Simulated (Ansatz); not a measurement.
H6NPSi (SMILES [SiH3]NP)

The calculation's input:

```
crystal:
  periodic: [false, false, false]
  atoms:
    - {symbol: Si, position_ang: [-0.450443, 0.661717, -0.852093]}
    - {symbol: N, position_ang: [0.867133, -0.083656, -0.022800]}
    - {symbol: P, position_ang: [0.765045, -1.074877, 1.360512]}
    - {symbol: H, position_ang: [-1.408162, -0.363213, -1.347663]}
    - {symbol: H, position_ang: [0.104194, 1.431033, -1.996662]}
    - {symbol: H, position_ang: [-1.196980, 1.573340, 0.056316]}
    - {symbol: H, position_ang: [1.806952, 0.056301, -0.353641]}
    - {symbol: H, position_ang: [-0.287848, -1.952614, 0.968869]}
    - {symbol: H, position_ang: [-0.111392, -0.294431, 2.170060]}
basis:
  gaussian: {orbitals: def2-TZVPP}
hamiltonian: {xc: pbe0, dispersion: d4}
output: {orbitals: {seedname: orbitals}}
```

Command:

```sh
ansatz run in.yaml --threads 2 --pin off --events-out ev --progress --plain --max-ram 4352MiB
```

Geometry: PBE0-D4/def2-TZVP.

These are results of Ansatz 0.2.0, RKS PBE0-D4/def2-TZVPP, not measurements.

**What can the converged electron density and electron localisation function tell about the bonding?**

P–N (1.70 Å): ρ at the midpoint is about 1.3 e/Å³; the ELF peaks at about 0.90 between the atoms, as expected for a shared but strongly polarised pair.
Si–N (1.73 Å): ρ is about 1.1 e/Å³ halfway; the ELF peaks at about 0.90 between the atoms; a shared but strongly polarised pair.
N–H (1.01 Å): the density is about 2.9 e/Å³ at the midpoint; the ELF climbs to about 1 towards the hydrogen, as it does in any bond to H: a covalent bond by its length.
Si–H (1.49 Å): ρ at the midpoint is about 0.8 e/Å³; the ELF climbs to about 1 towards the hydrogen.

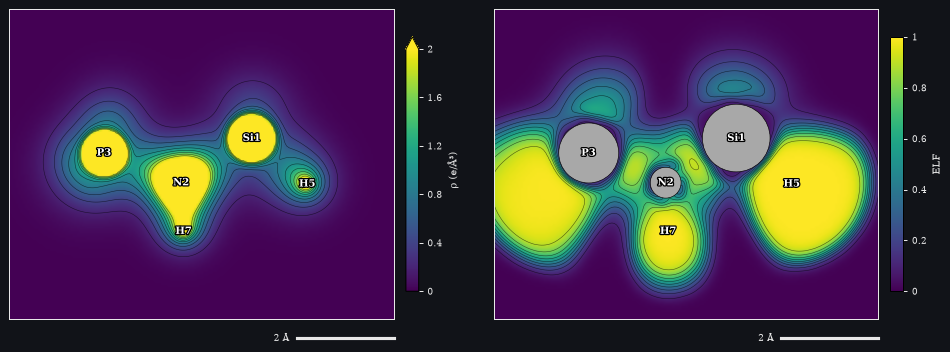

Computed electron density and electron localisation function on the plane of atoms Si1, N2 and P3, in this order. Grey discs cover the atomic cores in the ELF map. 
